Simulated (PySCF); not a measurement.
AlH$_{6}$O$_{6}$ (charge −3)

The calculation's input:

```
{"job": {"kind": "nmr", "xc": "PBE0", "basis": {"default": "pcSseg-1", "Al": "pcSseg-2"}}, "charge": -3, "multiplicity": 1}
Al     0.003013    -0.003279     0.000520
O      0.114288    -0.087387     1.996790
H      0.035889    -1.044695     1.840659
O     -0.109295     0.078667    -1.994081
H     -0.032414     1.036519    -1.840076
O      1.996966    -0.118143     0.099691
H      1.832696    -0.035987     1.055744
O     -1.991404     0.111120    -0.095619
H     -1.829771     0.030884    -1.051902
O     -0.090197     1.988236    -0.123576
H     -1.047157     1.829135    -0.045516
O      0.095579    -1.999150     0.127991
H      1.052426    -1.838021     0.051565
```

Command:

```sh
OMP_NUM_THREADS=1 python probes_run.py task.json out
```

Geometry: PBE0-D3(BJ)/def2-SVP.

Theory: PySCF, PBE0/pcSseg-1 Al:pcSseg-2, SCF density, gas phase, non-relativistic.

Q: Predict the electron density and electron localisation function between the atoms.

A: Al–O (2.00 Å): the density is about 0.49 e/Å³ at the midpoint; the ELF is about 0.60 at the midpoint.
O–H (0.97 Å): ρ at the midpoint is about 3.5 e/Å³; the ELF climbs to about 1 towards the hydrogen, as it does in any bond to H: an ordinary covalent bond to hydrogen.

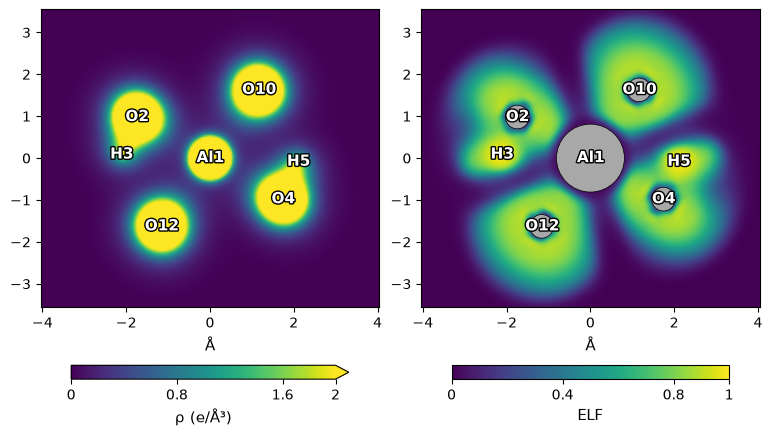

Computed electron density and electron localisation function on the plane of atoms O4, Al1 and O10, in this order. Grey discs cover the atomic cores in the ELF map. 
